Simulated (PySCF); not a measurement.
**BBrCl2 (bromodichloroborane) at PBE/cc-pVDZ**

What is the vertical singlet–triplet gap of BBrCl2 (bromodichloroborane) at PBE/cc-pVDZ? 

The calculation is run with PySCF 2.14.0.

2 further runs of the same task are left out: 2 set aside as unsound or not needed.

## 1. Starting point

The species is BBrCl2 (4 atoms), meant as a singlet with charge 0. As SMILES, `ClB(Cl)Br`. Geometry: relaxed at PBE0-D4/def2-TZVP.

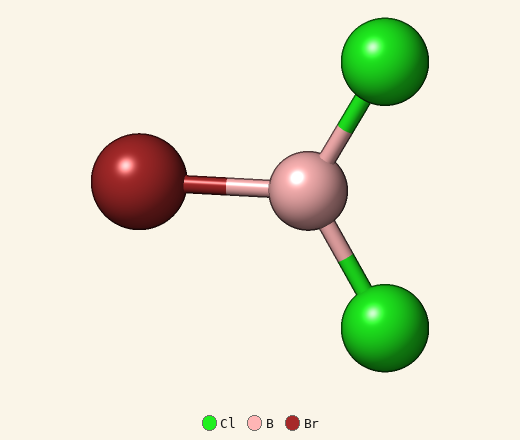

The structure, seen from a chosen angle (chlorine green, boron pink, bromine red).

## 2. The energy at PBE/cc-pVDZ

run.py reads:

```python
from pyscf import gto, dft

system = gto.M(
    atom='Cl 0.582100 0.666000 1.510800; B 0.037200 -0.038100 0.022100; Cl 0.444300 -1.679200 -0.365600; Br -1.008100 0.991100 -1.187600',
    max_memory=1860,
    verbose=3,
    basis='cc-pvdz',
)

calc0 = dft.RKS(system, xc='pbe')
calc0.conv_tol = 1e-10
calc0.grids.level = 5
calc0.kernel()
if not calc0.converged:
    calc0 = calc0.newton().run(calc0.mo_coeff, calc0.mo_occ)

e_tot = calc0.e_tot
print('E(%s) = %.9f' % ('PBE', e_tot))
```

On the command line:

```console
$ OMP_NUM_THREADS=1 python run.py
```

Log:

```text
converged SCF energy = -3518.70409109003
E(PBE) = -3518.704091090
```

Run time: 13 s. Hardware: 1 thread of Arm Neoverse V1, shared host; peak memory 0.41 GiB.

## 3. The triplet at the same level

input.py reads:

```python
from pyscf import gto, dft

molecule = gto.Mole()
molecule.atom = [
    ('Cl', (0.582100, 0.666000, 1.510800)),
    ('B', (0.037200, -0.038100, 0.022100)),
    ('Cl', (0.444300, -1.679200, -0.365600)),
    ('Br', (-1.008100, 0.991100, -1.187600)),
]
molecule.max_memory = 1860
molecule.basis = 'cc-pvdz'
molecule.verbose = 3
molecule.spin = 2
molecule.build()

ks = dft.UKS(molecule, xc='pbe')
ks.grids.level = 5
ks.conv_tol = 1e-10
ks.kernel()
if not ks.converged:
    ks = ks.newton().run(ks.mo_coeff, ks.mo_occ)

e_tot = ks.e_tot
print('E = %.10f Eh' % e_tot)
```

On the command line:

```console
$ OMP_NUM_THREADS=1 python input.py
```

Log:

```text
WARN: HOMO -0.101708755018575 >= LUMO -0.298124886155402

WARN: HOMO -0.0385043403219461 >= LUMO -0.203522008188099

WARN: HOMO -0.0732700602863319 >= LUMO -0.267042947940008

WARN: HOMO -0.0837542017847472 >= LUMO -0.271636352405918

WARN: HOMO -0.0879921015080651 >= LUMO -0.2740687288081

WARN: HOMO -0.0857201420362361 >= LUMO -0.273569866376357

WARN: HOMO -0.0855780270216548 >= LUMO -0.273038158680012

WARN: HOMO -0.0856711035994906 >= LUMO -0.273169003266656

WARN: HOMO -0.0856822852696542 >= LUMO -0.273165760970357

WARN: HOMO -0.0856946928118474 >= LUMO -0.273159007221517

WARN: HOMO -0.0856932866515669 >= LUMO -0.273161500639988

WARN: HOMO -0.0856933412815706 >= LUMO -0.273161389479078

WARN: HOMO -0.0856933975147589 >= LUMO -0.273161532730744

WARN: HOMO -0.0856935522940494 >= LUMO -0.273161611274615

WARN: HOMO -0.0856933703384757 >= LUMO -0.273161543355953

converged SCF energy = -3518.52546957905  <S^2> = 2.0034789  2S+1 = 3.0023183
E = -3518.5254695790 Eh
```

It took 31 s on 1 thread of Arm Neoverse V1, shared host; peak memory 0.42 GiB.

## 4. Results

At PBE/cc-pVDZ:

| quantity | value |
| --- | --- |
| singlet: total energy | -3518.70409 Eh |
| singlet: dipole moment | 0.01 D |
| singlet: HOMO energy | -7.17 eV |
| singlet: LUMO energy | -2.49 eV |
| singlet: HOMO–LUMO gap | 4.69 eV |
| triplet: total energy | -3518.52547 Eh |
| triplet: dipole moment | 0.85 D |
| triplet: HOMO energy (highest over α and β) | -2.33 eV |
| triplet: ⟨S²⟩ | 2.003 |
| vertical energy of the triplet above the singlet | 4.861 eV |

At this shape the triplet lies 4.86 eV (469 kJ/mol) above the singlet. Mulliken charges (triplet) run from -0.24 on B2 to +0.13 on Br4.
